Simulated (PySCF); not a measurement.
```xyz
14

C    -1.3722    1.0895    0.0921
C    -1.7096   -0.3956    0.1941
Ga    0.0106   -1.5031    0.3355
F     0.2141   -3.2021    0.7521
Cl    1.6792   -0.3375    1.4872
Ga    2.4730    0.4308   -0.4808
Cl    1.2792   -1.1109   -1.6086
H    -0.9092    1.4489    1.0115
H    -0.6814    1.2781   -0.7351
H    -2.2774    1.6687   -0.0837
H    -2.2480   -0.7301   -0.6981
H    -2.3506   -0.5919    1.0578
H     1.9085    1.8493   -0.7595
H     3.9831    0.1055   -0.5867
```

Geometry: GFN2-xTB.

These are results of B3LYP/def2-SVPD, SCF density, gas phase in PySCF, not measurements.

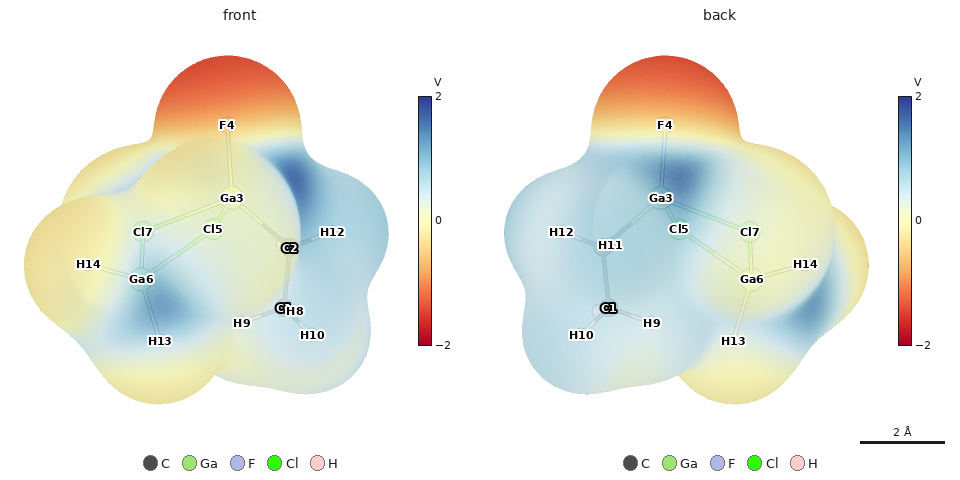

C₂H₇Cl₂FGa₂ (SMILES C[CH2][Ga-]1([F])[Cl+][GaH2-][Cl+]1). The molecular electrostatic potential painted on the density surface at 0.001 e/bohr³, seen from the front and from behind; the colour scale runs from red (negative) to blue (positive).

Question: Describe the electrostatic potential map.

Answer: The most negative region (about −1.4 V) lies over F4, the most positive (about +1.5 V) over Ga3.
